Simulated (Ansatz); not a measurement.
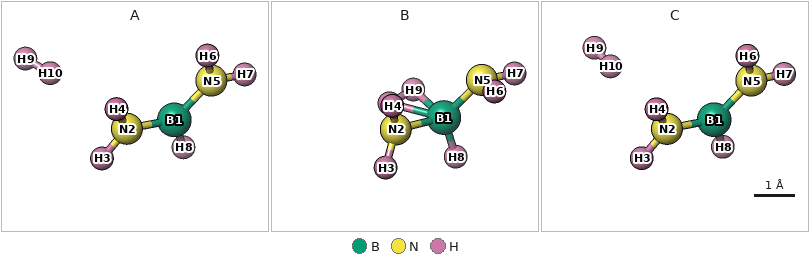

3 geometries from a converged minimum-energy path of BN2H7, made up at the start of BN2H5 and H₂, shuffled. Style: ball-and-stick. Shown at a tilt.

Method: Ansatz 0.2.0, RKS PBE0-D4/def2-SVP. Settings: 7 movable images; climbing image; force threshold 0.05 eV/Å; iteration limit 60; starting path through a guess of the saddle point.

**Which of them lies highest in energy?**

B. In order along the path, whose images run from 0 to 8: A (image 0, 0.0 kJ/mol), C (image 1, +0.6 kJ/mol), B (image 5, +199.5 kJ/mol). Breaking: H9–H10 (0.76 → 1.02 at the top → 2.58 Å). Forming: B1–H9 (4.12 → 1.42 at the top → 1.23 Å), N2–H10 (2.64 → 1.34 at the top → 1.02 Å).

Limits of the set-up: the start holds two separate molecules, 2.6 Å apart at their closest, whose relative position is a soft coordinate.

The run took 3.1 min on 2 threads of Intel(R) Xeon(R) Platinum 8175M CPU @ 2.50GHz (Skylake/Cascade Lake) (shared host), peak memory 0.17 GiB.
